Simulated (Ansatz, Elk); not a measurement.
# How far do independent atoms describe Al2HgC2?

Structure refinements treat a crystal as free atoms side by side. For a made-up structure of Al2HgC2 (cell and positions from a PBE relaxation) the runs below show what the calculated density changes in F(hkl).

Program: Elk 11.2.3 (patched build). Level of theory: DFT, PBE, all-electron APW+lo, Dirac cores, scalar-relativistic bands, static density, no spin. Results are calculated unless marked as measured.

The structure was built from a prototype and need not be the compound's stable phase.

### Step 1. The starting structure

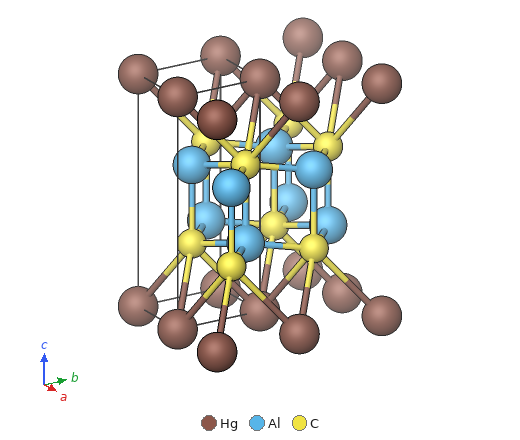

Start, viewed slightly off an axis; mercury brown, aluminium blue, carbon yellow. 2×2×1 cells are drawn. Bonds to atoms that aren't drawn are left out. Some periodic images of atoms are drawn too.

As a file:

```cif
data_structure
_symmetry_space_group_name_H-M 'P-3m1'
_symmetry_Int_Tables_number 164
_cell_length_a 3.4510
_cell_length_b 3.4510
_cell_length_c 6.5680
_cell_angle_alpha 90.000
_cell_angle_beta 90.000
_cell_angle_gamma 120.000
_cell_volume 67.74
loop_
_atom_site_label
_atom_site_type_symbol
_atom_site_symmetry_multiplicity
_atom_site_Wyckoff_symbol
_atom_site_fract_x
_atom_site_fract_y
_atom_site_fract_z
_atom_site_occupancy
Hg1 Hg 1 a 0.00000 0.00000 0.00000 1
Al1 Al 2 d 0.66667 0.33333 0.64847 1
C1 C 2 d 0.66667 0.33333 0.31022 1
```

### Step 2. Ground state and structure factors

An all-electron density is needed, since X-rays see the cores too. Task 0 finds the density and task 195 Fourier-transforms it; tshift is off so that phases refer to the origin typed.

Contents of elk.in:

```
tasks
  0
  195

xctype
  20

spinpol
  .false.

rgkmax
  7.0

gmaxvr
  14.0

lmaxo
  7

lmaxapw
  8

swidth
  0.002

tshift
  .false.

ramdisk
  .false.

hmaxvr
  5.5

maxscl
  120

epspot
  1e-06

sppath
  './'

avec
  6.52150419431 -0.00000000000 0.00000000000
  -3.26075209716 5.64778830316 0.00000000000
  0.00000000000 0.00000000000 12.41181201532

atoms
  3
  'Hg.in'
  1
  -0.0000000000 -0.0000000000 -0.0000000000   0.000000 0.000000 0.000000
  'Al.in'
  2
  0.6666666667 0.3333333333 0.6484671017   0.000000 0.000000 0.000000
  0.3333333333 0.6666666667 0.3515328983   0.000000 0.000000 0.000000
  'C.in'
  2
  0.6666666667 0.3333333333 0.3102175455   0.000000 0.000000 0.000000
  0.3333333333 0.6666666667 0.6897824545   0.000000 0.000000 0.000000

ngridk
  8 8 4
```

Launch:

```sh
OMP_NUM_THREADS=4 elk
```

Numbers of over 12 decimals in the logs are rounded to 6 here.

The log of the run:

```text
┌─────────────────────────┐
│ Elk code version 11.2.3 │
└─────────────────────────┘

All units are atomic (Hartree, Bohr, etc.)

┌─────────────────────────────────────────────────┐
│ Ground-state run starting from atomic densities │
└─────────────────────────────────────────────────┘

Lattice vectors :
   6.521504194      -0.000000000       0.000000000
  -3.260752097       5.647788303       0.000000000
   0.000000000       0.000000000       12.41181202

Reciprocal lattice vectors :
  0.9634564542      0.5562518432      -0.000000000
   0.000000000       1.112503686      -0.000000000
  -0.000000000      -0.000000000      0.5062262705

Unit cell volume      :    457.1527924
Brillouin zone volume :   0.5425980495

Muffin-tin inner radius fraction :   0.1000000000E-01

Nuclei treated as point charges

Species : 1 (Hg)
 parameters loaded from : Hg.in
 name : mercury
 nuclear charge    :   -80.00000000
 electronic charge :    80.00000000
 atomic mass :    365653.2015
 muffin-tin radius :    2.800000000
 number of radial points in muffin-tin :   1393
 inner part over the whole radius :   0.9911313582E-02
 number on inner part of muffin-tin    :   1000
 approximate nuclear radius :   0.1038385165E-03
 number of mesh points to nuclear radius :    524
 atomic positions (lattice), magnetic fields (Cartesian) :
  1 :   0.00000000  0.00000000  0.00000000    0.00000000  0.00000000  0.00000000

Species : 2 (Al)
 parameters loaded from : Al.in
 name : aluminium
 nuclear charge    :   -13.00000000
 electronic charge :    13.00000000
 atomic mass :    49184.33496
 muffin-tin radius :    2.062473550
 number of radial points in muffin-tin :    793
 inner part over the whole radius :   0.9826505440E-02
 number on inner part of muffin-tin    :    551
 approximate nuclear radius :   0.5839653600E-04
 number of mesh points to nuclear radius :    245
 atomic positions (lattice), magnetic fields (Cartesian) :
  1 :  -0.33333333  0.33333333 -0.35153290    0.00000000  0.00000000  0.00000000
  2 :   0.33333333 -0.33333333  0.35153290    0.00000000  0.00000000  0.00000000

Species : 3 (C)
 parameters loaded from : C.in
 name : carbon
 nuclear charge    :   -6.000000000
 electronic charge :    6.000000000
 atomic mass :    21894.16674
 muffin-tin radius :    1.687478359
 number of radial points in muffin-tin :    593
 inner part over the whole radius :   0.9873491185E-02
 number on inner part of muffin-tin    :    405
 approximate nuclear radius :   0.4747601631E-04
 number of mesh points to nuclear radius :    166
 atomic positions (lattice), magnetic fields (Cartesian) :
  1 :  -0.33333333  0.33333333  0.31021755    0.00000000  0.00000000  0.00000000
  2 :   0.33333333 -0.33333333 -0.31021755    0.00000000  0.00000000  0.00000000

Total number of atoms per unit cell :    5
Total muffin-tin volume :    205.7079612
 ratio of muffin-tin to unit cell volume :   0.4499763855

Spin treatment :
 spin-unpolarised

Number of Bravais lattice symmetries :   24
Number of crystal symmetries         :   12
Crystal has inversion symmetry
Real symmetric eigensolver will be used

k-point grid :      8     8     4
k-point offset :    0.000000000       0.000000000       0.000000000
k-point set is reduced with full crystal symmetry group
Total number of k-points :       35

Muffin-tin radius times maximum |G+k| :    7.000000000
 using average radius
Maximum |G+k| for APW functions       :    3.398089984
Maximum (1/2)|G+k|²                   :    5.773507771
Maximum |G| for potential and density :    14.00000000
Constant for pseudocharge density :   10
 order of it for each species :   17  17  17
 order of it for pair densities of each species (exact exchange by exxq0 0: 18) :   17  10   5
Radial integration step length :    1

G-vector grid sizes :     30    30    56
Number of G-vectors :    21289

Maximum angular momentum used for
 APW functions            :    8
 outer part of muffin-tin :    7
 inner part of muffin-tin :    2

Total nuclear charge    :   -118.0000000
[...]
correlation                 :     -6.320610
 electron entropic           :    -0.16726911268075E-06
 total energy                :     -20225.032518117

Density of states at Fermi energy :   0.3970904652E-02
 (states/Hartree/unit cell)

Estimated indirect band gap :   0.3574456688E-01
 from k-point 16 to k-point 1
Estimated direct band gap   :   0.7439424742E-01
 at k-point 6

Charges :
 core                        :    74.00000000
 valence                     :    44.00000000
 interstitial                :    6.778641225
 muffin-tins (core leakage)
  species : 1 (Hg)
   atom 1                    :    77.89935471     (  0.7611671059E-04)
  species : 2 (Al)
[...]
species : 3 (C)
[...]
total in muffin-tins        :    111.2213588
 total calculated charge     :    117.9974878
 total charge                :    118.0000000
 error                       :   0.2512194637E-02

RMS change in Kohn-Sham potential (target) :    1.758619395     (  0.1000000000E-05)
Absolute change in total energy (target)   :   0.6955396531     (  0.1000000000E-03)

[... loops 3 to 16 left out ...]

┌──────────────────┐
│ Loop number : 17 │
└──────────────────┘

Energies :
 Fermi                       :     0.248325
 sum of occupied eigenvalues :     -12410.221833554
 electron kinetic            :      23252.147475784
 core electron kinetic       :      22909.355587308
 Coulomb                     :     -43053.911274778
 Coulomb potential           :     -35111.218420644
 nuclear-nuclear             :     -1399.7438710072
 electron-nuclear            :     -48221.521561362
 Hartree                     :      6567.3541575911
 Madelung                    :     -25498.302064456
 xc potential                :     -551.15088869369
 exchange                    :     -415.46862365351
 correlation                 :     -6.353662
 electron entropic           :    -0.35336789704435E-03
 total energy                :     -20223.586438137

Density of states at Fermi energy :    26.95891131
 (states/Hartree/unit cell)

Estimated indirect band gap :   0.1010996067E-02
 from k-point 10 to k-point 3
Estimated direct band gap   :   0.1469747474E-01
 at k-point 1

Charges :
 core                        :    74.00000000
 valence                     :    44.00000000
 interstitial                :    7.088004376
 muffin-tins (core leakage)
  species : 1 (Hg)
[...]
species : 2 (Al)
[...]
species : 3 (C)
[...]
total in muffin-tins        :    110.9119956
 total calculated charge     :    117.9977702
 total charge                :    118.0000000
 error                       :   0.2229842535E-02

RMS change in Kohn-Sham potential (target) :   0.8669141542E-07 (  0.1000000000E-05)
Absolute change in total energy (target)   :   0.3566336818E-04 (  0.1000000000E-03)

Convergence targets achieved

┌──────────────────┐
│ Loop number : 18 │
└──────────────────┘

Energies :
 Fermi                       :     0.248325
 sum of occupied eigenvalues :     -12410.221824479
 electron kinetic            :      23252.147482342
 core electron kinetic       :      22909.355590278
 Coulomb                     :     -43053.911276248
 Coulomb potential           :     -35111.218418529
 nuclear-nuclear             :     -1399.7438710072
 electron-nuclear            :     -48221.521565725
 Hartree                     :      6567.3541604840
 Madelung                    :     -25498.302066984
 xc potential                :     -551.15088829184
 exchange                    :     -415.46862371640
 correlation                 :     -6.353662
 electron entropic           :    -0.35336787410186E-03
 total energy                :     -20223.586433106

Density of states at Fermi energy :    26.95890663
 (states/Hartree/unit cell)

Estimated indirect band gap :   0.1011007904E-02
 from k-point 10 to k-point 3
Estimated direct band gap   :   0.1469747314E-01
 at k-point 1

Charges :
 core                        :    74.00000000
 valence                     :    44.00000000
 interstitial                :    7.088004241
 muffin-tins (core leakage)
  species : 1 (Hg)
[...]
species : 2 (Al)
[...]
atom 2                    :    11.12213955     (  0.9823499385E-03)
  species : 3 (C)
   atom 1                    :    4.905201301     (  0.9682865646E-05)
   atom 2                    :    4.905201301     (  0.9682865646E-05)
 total in muffin-tins        :    110.9119958
 total calculated charge     :    117.9977702
 total charge                :    118.0000000
 error                       :   0.2229842660E-02

┌──────────────────────────────┐
│ Self-consistent loop stopped │
└──────────────────────────────┘

Warning : core states of species 2 leak from the muffin-tin :   0.9823499385E-03

Wrote STATE.OUT
```

Elapsed: 20 s, on 4 threads of AMD EPYC 9B14 (Zen 4), shared host; peak memory 0.18 GiB.

SFACRHO.OUT:

```text

h k l indices transformed by vhmat matrix:
   1.000000000       0.000000000       0.000000000    
   0.000000000       1.000000000       0.000000000    
   0.000000000       0.000000000       1.000000000    

      h      k      l  multipl.   |H|            Re(F)            Im(F)           |F|

      0      0      0      1   0.0000000       118.00000      0.15082122E-16   118.00000    
      0      0     -1      2  0.50622627       59.085854      -0.0000000       59.085854    
      0      0     -2      2   1.0124525       59.229023      0.13878089E-14   59.229023    
     -1      1      0      6   1.1125037       56.515253      0.15860674E-14   56.515253    
      1      0     -1      6   1.2222641       83.003073     -0.19825842E-14   83.003073    
     -1      1      1      6   1.2222641       70.013199     -0.49564605E-16   70.013199    
     -1      0     -2      6   1.5042356       81.239597     -0.15860674E-14   81.239597    
      0      1      2      6   1.5042356       60.435685      0.10904213E-14   60.435685    
      0      0     -3      2   1.5186788       88.544202      0.19825842E-15   88.544202    
      1      0      3      6   1.8825647       44.716353     -0.39651684E-15   44.716353    
      1     -1      3      6   1.8825647       57.861791     -0.39651684E-15   57.861791    
      1      1      0      6   1.9269129       81.785333     -0.14093528E-15   81.785333    
      1      1      1     12   1.9922998       48.979753      -0.0000000       48.979753    
      0      0     -4      2   2.0249051       47.007116      -0.0000000       47.007116    
      1      1      2     12   2.1767070       50.586266      0.19825842E-15   50.586266    
      0      2      0      6   2.2250074       48.275102      0.41634268E-14   48.275102    
      0      2     -1      6   2.2818683       68.983079     -0.51547189E-14   68.983079    
      2      0     -1      6   2.2818683       55.312951      0.20817134E-14   55.312951
```

Elk indexes on the primitive cell of elk.in and gives |H| = 4π sin θ/λ in inverse bohr. Below, one row stands for each form hkl of the conventional cell (m members, Friedel mates merged), F is for one primitive cell and the density is static (no thermal factor). Free-atom factors are Waasmaier and Kirfel's, and R is Σm||F|−|F'||/Σm|F|.

```
hkl   m  sin θ/λ (Å⁻¹)  abs F, DFT  neutral atoms   diff.
001   2          0.076      59.086         59.467  -0.381
002   2          0.152      59.229         59.977  -0.748
100   6          0.167      56.515         57.013  -0.497
011   6          0.184      83.003         83.420  -0.417
101   6          0.184      70.013         69.390  +0.623
102   6          0.226      81.240         81.515  -0.276
012   6          0.226      60.436         60.080  +0.355
003   2          0.228      88.544         87.994  +0.551
103   6          0.283      44.716         44.853  -0.137
013   6          0.283      57.862         58.102  -0.240
110   6          0.290      81.785         82.093  -0.307
111  12          0.300      48.980         49.002  -0.022
004   2          0.304      47.007         47.153  -0.146
112  12          0.327      50.586         50.471  +0.116
```

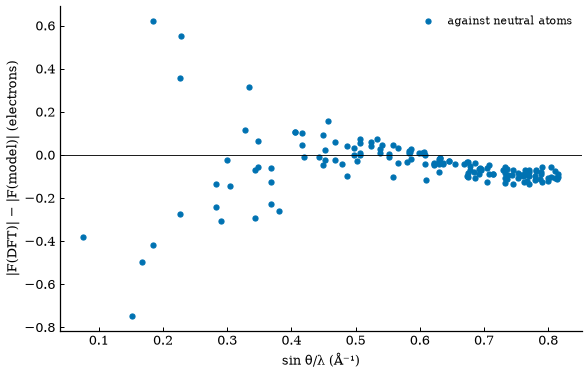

Difference between the calculated structure factors and the independent-atom ones.

### Step 3. The highest occupied states alone

An energy window below the Fermi level keeps the highest occupied states, to see at which angles they scatter; shallow core shells can lie inside it and anion s states outside. No new self-consistency is needed.

Edit elk.in of step 2 so:

```diff
@@ -1,3 +1,2 @@
 tasks
-  0
   195
@@ -40,2 +39,5 @@
 
+wsfac
+  -0.302910 0.548330
+
 sppath
```

Launch:

```sh
OMP_NUM_THREADS=4 elk
```

The log of the run:

```text
┌─────────────────────────────────┐
│ Elk code version 11.2.3 started │
└─────────────────────────────────┘

Info(readinput): the functional depends on the density's gradient
 muffin-tin radial points multiplied by    2.00000
 (not where nrmtscf is given)

┌────────────────────┐
│ Current task : 195 │
└────────────────────┘
Info(checkmt): changed muffin-tin radius of species 2 (Al) from   2.2000 to   2.0625
Info(checkmt): changed muffin-tin radius of species 3 (C) from   1.8000 to   1.6875

Info(sfacrho): density structure factors written to SFACRHO.OUT

 Energy window :  -0.3029100000      0.5483300000

┌──────────────────┐
│ Elk code stopped │
└──────────────────┘
```

Elapsed: 5.3 s, on 4 threads; peak memory 0.16 GiB.

States within 15 eV below the Fermi level hold 26.00 electrons; any levels below the window count with the cores. Their amplitudes can exceed the total, where window and core parts have opposite phase:

```
hkl  sin θ/λ (Å⁻¹)  abs F, window  abs F, all
001          0.076          5.023      59.086
002          0.152          2.405      59.229
100          0.167          3.158      56.515
011          0.184          3.356      83.003
101          0.184          9.482      70.013
102          0.226          3.060      81.240
012          0.226          6.594      60.436
003          0.228          6.687      88.544
103          0.283          0.910      44.716
013          0.283          1.836      57.862
```

### Step 4. Another functional

The difference from free atoms is small, so it is set against the change that LDA (Perdew-Wang) makes.

Edit elk.in of step 3 so:

```diff
@@ -1,2 +1,3 @@
 tasks
+  0
   195
@@ -4,3 +5,3 @@
 xctype
-  20
+  3
 
@@ -39,5 +40,2 @@
 
-wsfac
-  -0.302910 0.548330
-
 sppath
```

Launch:

```sh
OMP_NUM_THREADS=4 elk
```

The log of the run:

```text
┌─────────────────────────┐
│ Elk code version 11.2.3 │
└─────────────────────────┘

All units are atomic (Hartree, Bohr, etc.)

┌─────────────────────────────────────────────────┐
│ Ground-state run starting from atomic densities │
└─────────────────────────────────────────────────┘

Lattice vectors :
   6.521504194      -0.000000000       0.000000000
  -3.260752097       5.647788303       0.000000000
   0.000000000       0.000000000       12.41181202

Reciprocal lattice vectors :
  0.9634564542      0.5562518432      -0.000000000
[...]
species : 1 (Hg)
[...]
species : 2 (Al)
[...]
species : 3 (C)
   atom 1                    :    4.887605613     (  0.6545933546E-05)
   atom 2                    :    4.887605613     (  0.6545933546E-05)
 total in muffin-tins        :    110.9349353
 total calculated charge     :    117.9976492
 total charge                :    118.0000000
 error                       :   0.2350774680E-02

┌──────────────────────────────┐
│ Self-consistent loop stopped │
└──────────────────────────────┘

Warning : core states of species 2 leak from the muffin-tin :   0.1042197608E-02

Wrote STATE.OUT
[key lines of the parts left out:]
total energy                :     -20210.433950944
```

Run time: 13 s. Hardware: 4 threads; peak memory 0.16 GiB.

Against the first run R = 0.03 %; the largest change is -0.041 at 101.

### Step 5. Basis size

A smaller basis shows how fast F responds to it; the change is likely larger than the basis error of the first run, but doesn't show convergence.

Edit elk.in of step 4 so:

```diff
@@ -5,3 +5,3 @@
 xctype
-  3
+  20
 
@@ -11,3 +11,3 @@
 rgkmax
-  7.0
+  5.5
```

Launch:

```sh
OMP_NUM_THREADS=4 elk
```

The log of the run:

```text
┌─────────────────────────┐
│ Elk code version 11.2.3 │
└─────────────────────────┘

All units are atomic (Hartree, Bohr, etc.)

┌─────────────────────────────────────────────────┐
│ Ground-state run starting from atomic densities │
└─────────────────────────────────────────────────┘

Lattice vectors :
   6.521504194      -0.000000000       0.000000000
  -3.260752097       5.647788303       0.000000000
   0.000000000       0.000000000       12.41181202

Reciprocal lattice vectors :
  0.9634564542      0.5562518432      -0.000000000
[...]
species : 1 (Hg)
[...]
species : 2 (Al)
[...]
species : 3 (C)
   atom 1                    :    4.865522094     (  0.9633584547E-05)
   atom 2                    :    4.865522094     (  0.9633584547E-05)
 total in muffin-tins        :    110.8188142
 total calculated charge     :    117.9973487
 total charge                :    118.0000000
 error                       :   0.2651263773E-02

┌──────────────────────────────┐
│ Self-consistent loop stopped │
└──────────────────────────────┘

Warning : core states of species 2 leak from the muffin-tin :   0.9832662161E-03

Wrote STATE.OUT
[key lines of the parts left out:]
total energy                :     -20223.536669209
```

The job ended after 16 s (4 threads; peak memory 0.18 GiB).

Against the first run R = 0.02 %; the largest change is -0.046 at 110.

### Step 6. Settings against the effect

```
              run  R against the first run (%)  R against neutral atoms, low angle (%)  wall time
    PBE, rgkmax 7                         0.00                                    0.49       20 s
LDA (Perdew-Wang)                         0.03                                    0.49       13 s
       rgkmax 5.5                         0.02                                    0.48       16 s
```

### Step 7. What came out

* R against neutral atoms, sin θ/λ < 0.3 Å⁻¹: 0.49 %
* R against neutral atoms, 0.3 to 0.82 Å⁻¹: 0.16 %

In words: Independent neutral atoms miss the calculated amplitudes by R = 0.49 % below 0.3 Å⁻¹ and 0.16 % from there to 0.82 Å⁻¹; by shells, 0.65 % below 0.15 Å⁻¹ (1 form), 0.49 % 0.15 to 0.3 (11 forms), 0.18 % 0.3 to 0.45 (19 forms), 0.16 % above 0.45 (118 forms). Bonding, aspherical density and the tables' own atoms all enter these figures, and the runs don't part them. The largest change of an amplitude is -0.75 electrons, at 002. The window's part falls from 26.0 electrons at the origin to at most 0.45 between 0.45 and 0.82 Å⁻¹. Below 0.3 Å⁻¹ the changes that finished (LDA (Perdew-Wang) and rgkmax 5.5) move F by R = 0.03 % at most, against the 0.49 % that separates it from free atoms. The k-mesh has no finished test. Spin-orbit coupling is left out, which can matter for elements this heavy. Part of the difference isn't bonding: the tables are fits to free atoms and ions calculated by other methods than this functional. Thermal motion, anomalous dispersion and extinction are left out.

[Logs are printed without paths, hosts, clocks, repeated set-up lines and the standing remarks that a program may print on its own settings, such as how far it seeks lower states.]

[Hosts, paths, dates, database ids (printed as entryN), source tags and the programs' standing remarks are cut or masked in the printed files.]
